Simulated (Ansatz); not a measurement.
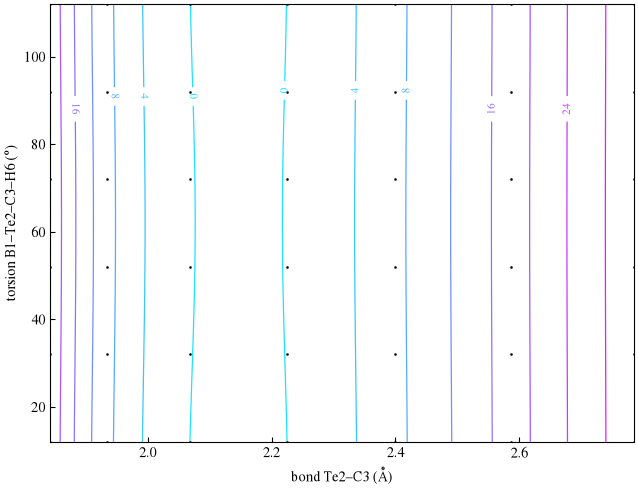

Energy landscape of CH5BTe, SMILES B[Te]C. Two internal coordinates are moved rigidly from the geometry relaxed at PBE0-D4/def2-TZVP, all others fixed. The first coordinate is: bond Te2–C3; the second: torsion B1–Te2–C3–H6. Grid: 7 × 6 points. Points are written as (first, second). Energies are in kcal/mol, from the lowest grid point. Theory: RKS PBE0-D4/def2-TZVPP (Ansatz).

Drawn: contour lines labelled in kcal/mol, dots at the grid points. Between grid points the surface is interpolated. 

Summarise what can be read from the map.

The lowest grid point is at (2.225 Å, 12°). It lies at the edge of the scanned range, so the true minimum may lie outside. The energy also falls towards the edge at (2.225 Å, 112°) (0.024 kcal/mol above the lowest), where a further well may lie outside the range. The highest grid point, (2.785 Å, 72°), lies 30.7 kcal/mol above the lowest.

Grid values (kcal/mol):

| torsion B1–Te2–C3–H6 ↓, bond Te2–C3 → | 1.842 | 1.934 | 2.068 | 2.225 | 2.399 | 2.586 | 2.785 |
| --- | --- | --- | --- | --- | --- | --- | --- |
| 112 | 23.4 | 9.1 | 0.0 | 0.0 | 7.0 | 17.9 | 30.7 |
| 92 | 23.6 | 9.3 | 0.1 | 0.1 | 7.0 | 18.0 | 30.7 |
| 72 | 23.7 | 9.4 | 0.2 | 0.2 | 7.1 | 18.0 | 30.7 |
| 52 | 23.7 | 9.4 | 0.2 | 0.2 | 7.1 | 18.0 | 30.7 |
| 32 | 23.6 | 9.3 | 0.1 | 0.1 | 7.0 | 17.9 | 30.7 |
| 12 | 23.3 | 9.1 | 0.0 | 0.0 | 7.0 | 17.9 | 30.6 |
